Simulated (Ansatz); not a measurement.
C$_{3}$H$_{10}$InNO (SMILES CC(C)[O][InH][NH2])

Input

```
crystal:
  periodic: [false, false, false]
  atoms:
    - {symbol: C, position_ang: [0.682475, -1.652288, -0.392881]}
    - {symbol: C, position_ang: [0.755559, -0.151230, -0.620843]}
    - {symbol: C, position_ang: [0.766978, 0.185033, -2.100427]}
    - {symbol: O, position_ang: [-0.345007, 0.500342, -0.035901]}
    - {symbol: In, position_ang: [-0.537964, 0.772651, 1.924980]}
    - {symbol: N, position_ang: [-2.416792, 1.379172, 2.255742]}
    - {symbol: H, position_ang: [-0.252204, -2.044935, -0.802140]}
    - {symbol: H, position_ang: [1.517987, -2.172169, -0.869457]}
    - {symbol: H, position_ang: [0.712370, -1.886569, 0.676414]}
    - {symbol: H, position_ang: [1.701720, 0.212826, -0.183288]}
    - {symbol: H, position_ang: [-0.152854, -0.174499, -2.569202]}
    - {symbol: H, position_ang: [1.619894, -0.275892, -2.605689]}
    - {symbol: H, position_ang: [0.820280, 1.266028, -2.241775]}
    - {symbol: H, position_ang: [0.724692, 0.424880, 3.008919]}
    - {symbol: H, position_ang: [-2.941053, 1.724682, 1.466354]}
    - {symbol: H, position_ang: [-2.656072, 1.891958, 3.089183]}
basis:
  gaussian: {orbitals: def2-TZVPP}
hamiltonian: {xc: pbe0, dispersion: d4}
output: {orbitals: {seedname: orbitals}}
```

Launched as:

```sh
ansatz run in.yaml --threads 2 --pin off --events-out ev --progress --plain --max-ram 22528MiB --backend cuda --devices 0, --max-vram 18GiB
```

Geometry: PBE0-D4/def2-TZVP; core potentials replace the inner electrons of In.

The calculation used Ansatz, RKS PBE0-D4/def2-TZVPP.

Predict the electron density and electron localisation function between the atoms.

Answer. C–O (1.41 Å): ρ at the midpoint is about 2.1 e/Å³, with its minimum of 1.8 e/Å³ about 0.5 Å from C; the ELF peaks at about 0.85 between the atoms; a shared but strongly polarised pair.
In–O (1.99 Å): ρ at the midpoint is about 0.77 e/Å³; the ELF peaks at about 0.85 in the valence shell of O, 0.6 Å from its nucleus, and drops to about 0.15 between the two atoms.
In–N (2.00 Å): ρ at the midpoint is about 0.82 e/Å³; the ELF peaks at about 0.85 in the valence shell of N, 0.6 Å from its nucleus, and drops to about 0.20 between the two atoms.
N–H (1.01 Å): ρ at the midpoint is about 2.9 e/Å³; the ELF climbs to about 1 towards the hydrogen, as it does in any bond to H (an ordinary covalent bond to hydrogen).

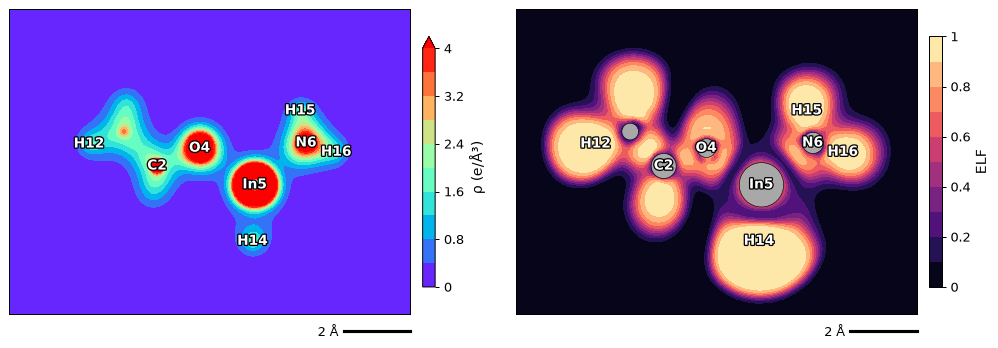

Computed electron density and electron localisation function on the plane of atoms O4, In5 and H14, in this order. Grey discs cover the atomic cores in the ELF map. 
